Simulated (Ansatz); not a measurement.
**SiF3 (SMILES F[Si](F)F): UCCSDT/STO-3G**

Aim: the energy change on altering one bond length of SiF3 at UCCSDT/STO-3G, from 2 runs. 

The calculation is run with Ansatz 0.2.0.

45 further runs of the same task are left out: 7 that didn't finish, 38 set aside as unsound or not needed.

## (1) The molecule

SiF3 has 4 atoms, charge 0, and is taken as a doublet. As SMILES, `F[Si](F)F`. The shape is that of a GFN2-xTB optimisation.

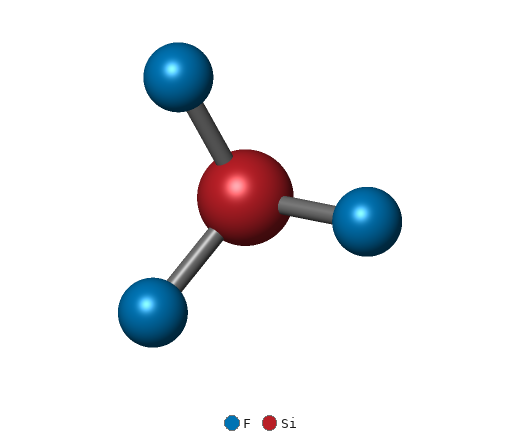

The structure, seen from a chosen angle (fluorine blue, silicon red).

## (2) The energy at UCCSDT/STO-3G

File in.yaml:

```yaml
crystal:
  periodic: [false, false, false]
  atoms:
    - {symbol: F, position_ang: [0.787890, -0.508980, 1.119030]}
    - {symbol: Si, position_ang: [-0.325240, 0.244050, 0.268860]}
    - {symbol: F, position_ang: [-0.962750, -0.889100, -0.646850]}
    - {symbol: F, position_ang: [0.500100, 1.154030, -0.741040]}
basis:
  gaussian:
    orbitals: STO-3G
accuracy: high
scf:
  omitted_lower_state_checks: [cluster_reference, increment]
correlation:
  method: ccsdt
  frozen_orbitals: {F: 1, Si: 5}
magnetization:
  spin_polarized: true
  initial_magnetization: 1
```

Command:

```console
$ ansatz run in.yaml --threads 1 --pin off --max-ram 2610MiB --events-out events.jsonl --progress --plain --runs-dir runs
```

Output (excerpt; [...] marks lines left out):

```text
Warning: RAYON_NUM_THREADS=1 ignored (pool sized by the plan → 1); use --threads N
Functional definition: HF
  name "HF"
[...]
460 factors; integrals over basis functions are off by at most 3.5e-8 eV
[...]
mean field -15775.22186849 eV, -579.7287108375 hartree, gradient 3.2e-8 eV, S^2 0.758778; 0 other end points of the search recorded, 0 dependent functions left out
8 core orbitals not correlated: weight in the atoms' cores, before any rotation towards them, 1.000 or more for the frozen orbitals, at most 0.000 for the correlated occupied ones
reference -15775.22186849 eV, -579.7287108375 hartree; 13, 12 occupied and 3, 4 virtual orbitals, 460 factors
second order -1.94019127 eV of doubles, -0.00000000 eV of singles
cycle   1  -2.09901433 eV  change   -1.6e-1 eV  update   9.3e-2
[...]
cycle  25  -2.55275459 eV  change   -1.5e-9 eV  update   1.1e-9
Total energy: -15777.77462308 eV, -579.8225228383 hartree
Checks for a lower state left out: cluster_reference, increment
```

Wall time 0.9 s (1 thread of AMD EPYC 9R45 (Zen 5), shared host).

## (3) The distorted shape, same level

File in.yaml:

```yaml
basis:
  gaussian:
    orbitals: STO-3G
crystal:
  periodic: [false, false, false]
  atoms:
    - {symbol: F, position_ang: [1.066162, -0.697230, 1.331564]}
    - {symbol: Si, position_ang: [-0.325240, 0.244050, 0.268860]}
    - {symbol: F, position_ang: [-0.962750, -0.889100, -0.646850]}
    - {symbol: F, position_ang: [0.500100, 1.154030, -0.741040]}
magnetization:
  spin_polarized: true
  initial_magnetization: 1
accuracy: high
scf:
  omitted_lower_state_checks: [cluster_reference, increment]
correlation:
  method: ccsdt
  frozen_orbitals: {F: 1, Si: 5}
```

Command:

```console
$ ansatz run in.yaml --threads 1 --pin off --max-ram 2610MiB --events-out events.jsonl --progress --plain --runs-dir runs
```

Output (excerpt; [...] marks lines left out):

```text
Warning: RAYON_NUM_THREADS=1 ignored (pool sized by the plan → 1); use --threads N
Functional definition: HF
  name "HF"
[...]
450 factors; integrals over basis functions are off by at most 3.1e-8 eV
[...]
mean field -15773.97247377 eV, -579.6827964286 hartree, gradient 1.3e-8 eV, S^2 0.890105; 2 other end points of the search recorded, 0 dependent functions left out
8 core orbitals not correlated: weight in the atoms' cores, before any rotation towards them, 1.000 or more for the frozen orbitals, at most 0.000 for the correlated occupied ones
reference -15773.97247377 eV, -579.6827964286 hartree; 13, 12 occupied and 3, 4 virtual orbitals, 450 factors
second order -1.85195107 eV of doubles, -0.00000000 eV of singles
cycle   1  -2.05702470 eV  change   -2.1e-1 eV  update   1.1e-1
[...]
cycle  39  -2.90308098 eV  change    1.5e-9 eV  update  8.1e-10
Total energy: -15776.87555475 eV, -579.7894826867 hartree
Checks for a lower state left out: cluster_reference, increment
```

Wall time 1.2 s (1 thread of AMD EPYC 9R45 (Zen 5), shared host).

## (4) Outcome

Level: UCCSDT/STO-3G, 8 core orbitals frozen.

| quantity | value |
| --- | --- |
| first shape: total energy | -579.82252 Eh |
| first shape: correlation energy (8 core orbitals frozen) | -93.8 mEh |
| first shape: ⟨S²⟩ of the reference determinant | 0.759 |
| first shape: T1 diagnostic | 0.016 |
| distorted shape: total energy | -579.78948 Eh |
| distorted shape: correlation energy (8 core orbitals frozen) | -106.7 mEh |
| distorted shape: ⟨S²⟩ of the reference determinant | 0.890 |
| distorted shape: T1 diagnostic | 0.033 |
| energy change with the F1–Si2 bond stretched from 1.590 to 1.988 Å | 0.899 eV |

What this shows: With the F1–Si2 bond stretched from 1.590 to 1.988 Å the energy rises by 0.90 eV (20.7 kcal/mol). The first shape isn't relaxed at this level, so the change isn't measured from a minimum. The minimal basis adds a large error of its own. ⟨S²⟩ (distorted shape) is 0.89 where a pure doublet has 0.75: the reference is spin-contaminated.
